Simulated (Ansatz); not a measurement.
# C2H8AlF: molecular dynamics (part 2 of 2)

The same run, continued: C2H8AlF; RKS BHLYP/6-31G* (Ansatz 0.2.0). It belongs to a series of runs on one base structure; here: dynamics from the highest image of the converged band.

Geometry of the input (Å):
```
Al -0.0564  -0.3773  0.1688
C  0.0996  0.3466  2.0104
H  -0.8484  0.4030  2.5490
H  0.8142  -0.1788  2.6495
H  0.4686  1.3724  1.9627
H  1.2962  -0.7996  -0.5507
C  -1.6632  0.0229  -0.8896
H  -1.4472  0.1046  -1.9536
H  -2.4237  -0.7519  -0.7836
H  -2.1293  0.9584  -0.5807
F  -0.5433  -2.2349  1.0064
H  -0.4332  -2.0252  1.9109
```

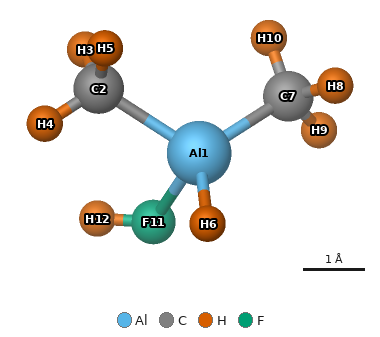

**Figure 1.** The geometry at step 99 of the log (ball-and-stick view, seen at a tilt; atoms are numbered from 1 in the order of the input).

**Log, continued**
```
md step    89: t =    44.50 fs  T =    52.2 K  F+E_penalty+E_count = -11515.40669286 eV  E_kin = 0.067490 eV  conserved = -11515.33920268 eV  (23 SCF iters)
md step    90: t =    45.00 fs  T =    52.1 K  F+E_penalty+E_count = -11515.40664853 eV  E_kin = 0.067358 eV  conserved = -11515.33929066 eV  (23 SCF iters)
md step    91: t =    45.50 fs  T =    52.7 K  F+E_penalty+E_count = -11515.40756356 eV  E_kin = 0.068159 eV  conserved = -11515.33940460 eV  (23 SCF iters)
md step    92: t =    46.00 fs  T =    52.8 K  F+E_penalty+E_count = -11515.40770789 eV  E_kin = 0.068227 eV  conserved = -11515.33948132 eV  (23 SCF iters)
md step    93: t =    46.50 fs  T =    51.4 K  F+E_penalty+E_count = -11515.40594802 eV  E_kin = 0.066475 eV  conserved = -11515.33947321 eV  (23 SCF iters)
md step    94: t =    47.00 fs  T =    48.8 K  F+E_penalty+E_count = -11515.40245242 eV  E_kin = 0.063069 eV  conserved = -11515.33938369 eV  (23 SCF iters)
md step    95: t =    47.50 fs  T =    45.9 K  F+E_penalty+E_count = -11515.39861190 eV  E_kin = 0.059339 eV  conserved = -11515.33927324 eV  (22 SCF iters)
md step    96: t =    48.00 fs  T =    44.0 K  F+E_penalty+E_count = -11515.39611582 eV  E_kin = 0.056898 eV  conserved = -11515.33921826 eV  (22 SCF iters)
md step    97: t =    48.50 fs  T =    43.8 K  F+E_penalty+E_count = -11515.39580622 eV  E_kin = 0.056555 eV  conserved = -11515.33925092 eV  (23 SCF iters)
md step    98: t =    49.00 fs  T =    44.8 K  F+E_penalty+E_count = -11515.39719471 eV  E_kin = 0.057859 eV  conserved = -11515.33933570 eV  (23 SCF iters)
md step    99: t =    49.50 fs  T =    46.1 K  F+E_penalty+E_count = -11515.39898320 eV  E_kin = 0.059578 eV  conserved = -11515.33940500 eV  (23 SCF iters)
these checks for a lower state are left out or cut short: starts, cluster_reference, orbital_swaps, neighbouring_geometries, increment
909 factors; integrals over basis functions are off by at most 4.0e-4 eV
mean field -11515.40007542 eV, -423.1831473531 hartree, gradient 1.4e-5 eV, S^2 0.000000; 0 other end points of the search recorded, 0 dependent functions left out
the calculation of the forces begins
reference -11515.40024390 eV, -423.1831535447 hartree; 21, 21 occupied and 59, 59 virtual orbitals, 909 factors
909 factors; integrals over basis functions are off by at most 4.0e-4 eV
mean field -11515.40007542 eV, -423.1831473531 hartree, gradient 1.4e-5 eV, S^2 0.000000; 1 other end points of the search recorded, 0 dependent functions left out
the calculation of the forces begins
reference -11515.40024390 eV, -423.1831535447 hartree; 21, 21 occupied and 59, 59 virtual orbitals, 909 factors
md step   100: t =    50.00 fs  T =    46.9 K  F+E_penalty+E_count = -11515.40007542 eV  E_kin = 0.060661 eV  conserved = -11515.33941484 eV  (25 SCF iters)
```

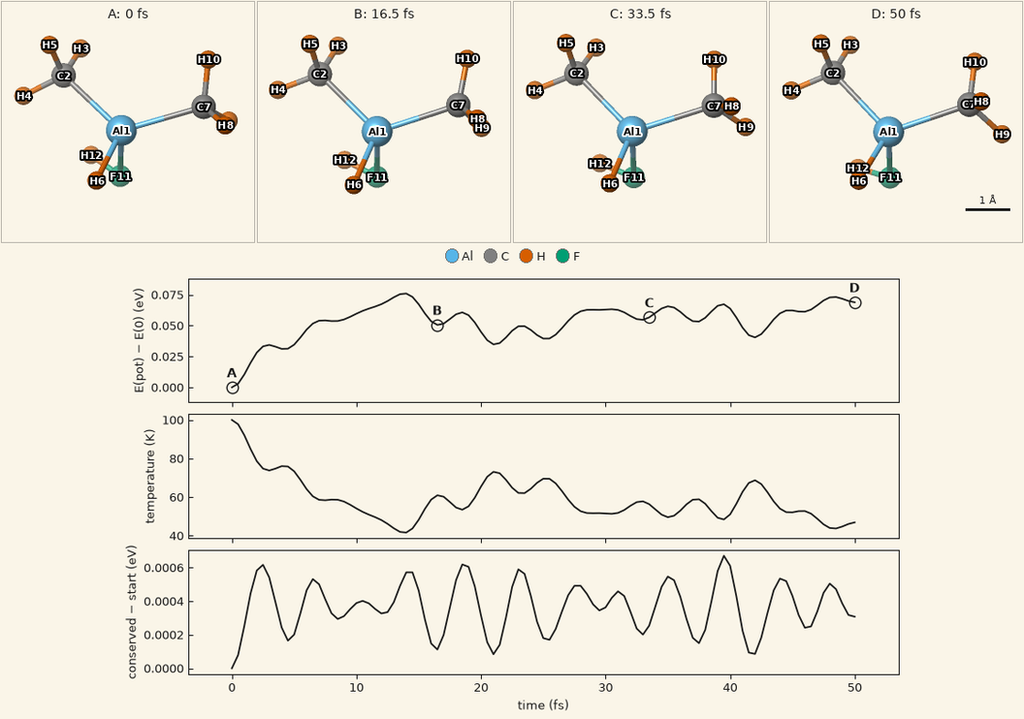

**Figure 2.** Frames of the molecular dynamics (ball-and-stick, seen at a tilt) above the curves, on which the letters mark them. The trajectory kept here has 101 frames over 50 fs. The temperature starts at 100 K, ranges from 42 to 100 K and averages 55 K over the second half. The potential energy ends 0.069 eV above its first value. The conserved quantity stays within 0.00067 eV. After an unweighted best fit of the last frame on the first, the root-mean-square displacement is 0.30 Å, and H8 has moved furthest (0.54 Å).

```
Total energy: -11515.40024390 eV, -423.1831535447 hartree
Atom 0 at    -0.044733    -0.422671     0.179719 Å, force     0.160341     0.273559     0.464392 eV/Å
Atom 1 at     0.085732     0.446849     1.957931 Å, force    -0.080545     0.289423     0.108120 eV/Å
Atom 2 at    -0.872451     0.528020     2.502295 Å, force     0.437503     0.017201    -0.247238 eV/Å
Atom 3 at     0.816558    -0.003220     2.628598 Å, force     0.012729    -0.119725     0.126827 eV/Å
Atom 4 at     0.463139     1.474995     1.817210 Å, force    -0.274401    -0.312541     0.030128 eV/Å
Atom 5 at     1.378365    -0.829075    -0.443810 Å, force    -0.287090    -0.047990    -0.095728 eV/Å
Atom 6 at    -1.656408     0.043283    -0.827355 Å, force     0.023352    -0.560045    -0.205671 eV/Å
Atom 7 at    -1.369073     0.637872    -1.677913 Å, force     0.072071     0.462238    -0.357315 eV/Å
Atom 8 at    -2.189393    -0.805053    -1.267720 Å, force    -0.026322     0.073149     0.242624 eV/Å
Atom 9 at    -2.350813     0.627338    -0.227311 Å, force    -0.036928    -0.061469    -0.015690 eV/Å
Atom 10 at    -0.567652    -2.259691     0.983732 Å, force    -0.010908    -0.154038     0.021592 eV/Å
Atom 11 at    -0.348617    -2.305081     1.890899 Å, force     0.010198     0.140236    -0.072039 eV/Å
Dipole moment:    -0.125756    -0.434404     0.473441 e Å
```

**Trajectory as extended XYZ (Å, eV, eV/Å), 8 of the 101 frames kept, from step=0 to step=100**
```
12
Properties=species:S:1:pos:R:3:forces:R:3 step=0 time_fs=0.0 energy=-11515.46898 temperature=100.0
Al   -0.0564   -0.3773    0.1688    0.0163  -0.0120  -0.0016
C     0.0996    0.3466    2.0104   -0.0145   0.0010   0.0066
H    -0.8484    0.4030    2.5490   -0.0005   0.0031   0.0019
H     0.8142   -0.1788    2.6495    0.0026  -0.0027  -0.0071
H     0.4686    1.3724    1.9627    0.0018   0.0005  -0.0001
H     1.2962   -0.7996   -0.5507    0.0009   0.0031  -0.0040
C    -1.6632    0.0229   -0.8896   -0.0056   0.0000  -0.0021
H    -1.4472    0.1046   -1.9536    0.0067   0.0000  -0.0014
H    -2.4237   -0.7519   -0.7836   -0.0026  -0.0024   0.0057
H    -2.1293    0.9584   -0.5807   -0.0025   0.0024   0.0006
F    -0.5433   -2.2349    1.0064   -0.0039   0.0168   0.0126
H    -0.4332   -2.0252    1.9109    0.0013  -0.0098  -0.0111
12
Properties=species:S:1:pos:R:3:forces:R:3 step=14 time_fs=7.0 energy=-11515.41497 temperature=58.6
Al   -0.0550   -0.3928    0.1637   -0.0761   0.2964   0.6577
C     0.0931    0.3635    2.0152   -0.1349   0.3316  -0.2171
H    -0.8753    0.4382    2.5414    0.4425   0.0195  -0.1839
H     0.8174   -0.1033    2.6837   -0.0330  -0.1200   0.0445
H     0.4671    1.3955    1.8994   -0.2440  -0.2947   0.0999
H     1.2796   -0.8716   -0.5207    0.1329  -0.0191  -0.1698
C    -1.6579    0.0461   -0.8672   -0.2853  -0.6196  -0.0131
H    -1.4247    0.1311   -1.9153    0.1264   0.2361  -0.4577
H    -2.3368   -0.8167   -0.8262    0.0049   0.1799   0.1244
H    -2.2394    0.9174   -0.5770    0.1246   0.0321   0.1163
F    -0.5445   -2.2349    0.9979   -0.2070  -0.2472  -0.8593
H    -0.3931   -2.0704    1.8900    0.1489   0.2048   0.8582
12
Properties=species:S:1:pos:R:3:forces:R:3 step=29 time_fs=14.5 energy=-11515.39572 temperature=43.8
Al   -0.0536   -0.4049    0.1695    0.2912   0.2352   0.3941
C     0.0899    0.3827    2.0085    0.2106  -0.2954  -0.2870
H    -0.8560    0.4837    2.5227   -0.3766  -0.1015   0.0987
H     0.7957   -0.0612    2.7157    0.0349   0.0233  -0.1046
H     0.4166    1.4062    1.8645    0.2369   0.2624   0.0056
H     1.2904   -0.9396   -0.5498   -0.2987   0.1895   0.0979
C    -1.6572    0.0531   -0.8571    0.1464  -0.1108  -0.5179
H    -1.3923    0.2407   -1.9098   -0.2398  -0.1058   0.3495
H    -2.2779   -0.8447   -0.8342   -0.1555   0.0305  -0.2032
H    -2.2876    0.8776   -0.5214    0.2352  -0.0634   0.1116
F    -0.5474   -2.2371    0.9884   -0.2966  -0.2589  -0.9589
H    -0.3470   -2.0902    1.8716    0.2119   0.1948   1.0142
12
Properties=species:S:1:pos:R:3:forces:R:3 step=43 time_fs=21.5 energy=-11515.43312 temperature=72.4
Al   -0.0493   -0.4120    0.1825   -0.4009   0.3262   0.1011
C     0.0882    0.3994    1.9937    0.1736  -0.0800   0.0012
H    -0.8776    0.4815    2.4902   -0.0772  -0.0264   0.0244
H     0.7939   -0.0250    2.7148   -0.0477  -0.0348  -0.1060
H     0.4220    1.4288    1.8532    0.0262   0.0433  -0.0059
H     1.2179   -0.9349   -0.5597    0.4294  -0.0644  -0.1567
C    -1.6536    0.0484   -0.8578    0.1836  -0.0655  -0.1011
H    -1.4252    0.3377   -1.8876   -0.0527  -0.0319   0.1751
H    -2.2828   -0.8392   -0.9141   -0.1568  -0.0074  -0.0871
H    -2.2507    0.8393   -0.4084   -0.0104   0.0075  -0.0069
F    -0.5519   -2.2414    0.9802   -0.1365  -0.0950  -0.2710
H    -0.3086   -2.0893    1.8627    0.0693   0.0283   0.4329
12
Properties=species:S:1:pos:R:3:forces:R:3 step=57 time_fs=28.5 energy=-11515.40618 temperature=51.8
Al   -0.0491   -0.4148    0.1958    0.2518  -0.1541  -0.8413
C     0.0896    0.4153    1.9777   -0.2645   0.2869   0.0971
H    -0.9060    0.4661    2.4554    0.4853   0.0909  -0.1015
H     0.7916   -0.0146    2.6888    0.0273  -0.1146   0.0988
H     0.4340    1.4545    1.8448   -0.2278  -0.3236   0.0558
H     1.2664   -0.9292   -0.5988   -0.2008   0.1681   0.3057
C    -1.6479    0.0384   -0.8582   -0.3423  -0.2861   0.4547
H    -1.4637    0.4336   -1.8410    0.2924   0.2662  -0.3836
H    -2.3292   -0.8051   -1.0248    0.1519   0.0857   0.2005
H    -2.2080    0.7923   -0.3044   -0.1549   0.0189  -0.0926
F    -0.5571   -2.2463    0.9750    0.1872   0.1373   0.6847
H    -0.2859   -2.1031    1.8695   -0.2054  -0.1757  -0.4785
12
Properties=species:S:1:pos:R:3:forces:R:3 step=71 time_fs=35.5 energy=-11515.40432 temperature=50.4
Al   -0.0465   -0.4188    0.1966   -0.1865   0.0308  -0.4923
C     0.0910    0.4301    1.9638    0.0429  -0.4277   0.0438
H    -0.8750    0.4871    2.4437   -0.3669  -0.0008   0.2301
H     0.7804   -0.0329    2.6717    0.0859   0.0925   0.0064
H     0.4038    1.4577    1.8436    0.2471   0.2924  -0.0209
H     1.2754   -0.8702   -0.5359    0.2031  -0.0676  -0.0306
C    -1.6491    0.0290   -0.8535   -0.1305   0.6440   0.0440
H    -1.4218    0.5622   -1.7910   -0.0457  -0.3623   0.2869
H    -2.3459   -0.7762   -1.0805    0.1612  -0.1036  -0.1025
H    -2.2190    0.7432   -0.2468   -0.0146  -0.0701  -0.1154
F    -0.5615   -2.2500    0.9744    0.3235   0.1024   1.0728
H    -0.2890   -2.1624    1.8839   -0.3195  -0.1300  -0.9222
12
Properties=species:S:1:pos:R:3:forces:R:3 step=86 time_fs=43.0 energy=-11515.42023 temperature=62.5
Al   -0.0460   -0.4223    0.1879    0.0934   0.1234  -0.0047
C     0.0876    0.4401    1.9558    0.2223  -0.1953   0.3005
H    -0.8670    0.5091    2.4705   -0.1590  -0.0003   0.0768
H     0.7995   -0.0166    2.6558   -0.0936   0.0439  -0.1265
H     0.4304    1.4676    1.8441    0.0449   0.0807  -0.0779
H     1.3530   -0.8310   -0.4681   -0.1499  -0.0583  -0.0639
C    -1.6561    0.0342   -0.8396    0.3786   0.2981  -0.1827
H    -1.3637    0.6131   -1.7271   -0.2066  -0.1731   0.1732
H    -2.2825   -0.7851   -1.1728   -0.0229  -0.1409  -0.0836
H    -2.2687    0.6854   -0.2193   -0.1184   0.0417  -0.0408
F    -0.5649   -2.2537    0.9782    0.2284  -0.0912   0.8549
H    -0.3176   -2.2520    1.8952   -0.2171   0.0715  -0.8255
12
Properties=species:S:1:pos:R:3:forces:R:3 step=100 time_fs=50.0 energy=-11515.40007 temperature=46.9
Al   -0.0447   -0.4227    0.1797    0.1603   0.2736   0.4644
C     0.0857    0.4468    1.9579   -0.0805   0.2894   0.1081
H    -0.8725    0.5280    2.5023    0.4375   0.0172  -0.2472
H     0.8166   -0.0032    2.6286    0.0127  -0.1197   0.1268
H     0.4631    1.4750    1.8172   -0.2744  -0.3125   0.0301
H     1.3784   -0.8291   -0.4438   -0.2871  -0.0480  -0.0957
C    -1.6564    0.0433   -0.8274    0.0234  -0.5600  -0.2057
H    -1.3691    0.6379   -1.6779    0.0721   0.4622  -0.3573
H    -2.1894   -0.8051   -1.2677   -0.0263   0.0731   0.2426
H    -2.3508    0.6273   -0.2273   -0.0369  -0.0615  -0.0157
F    -0.5677   -2.2597    0.9837   -0.0109  -0.1540   0.0216
H    -0.3486   -2.3051    1.8909    0.0102   0.1402  -0.0720
```

**Summary**

- outcome: finished
- mean temperature over the second half: 55 K
- trajectory: 100 steps, 50 fs
- ensemble: nve
- temperature in the input: 100.0 K
- time step: 0.5 fs
- potential energy (last step): −11515.4002 eV
- mean-field energy (last step): −11515.4002 eV
- largest force (length of the vector) (last step): 0.597 eV/Å
- wall time: 5.6 min
- peak memory: 0.15 GiB

**Remarks**

So short a trajectory is not equilibrated.
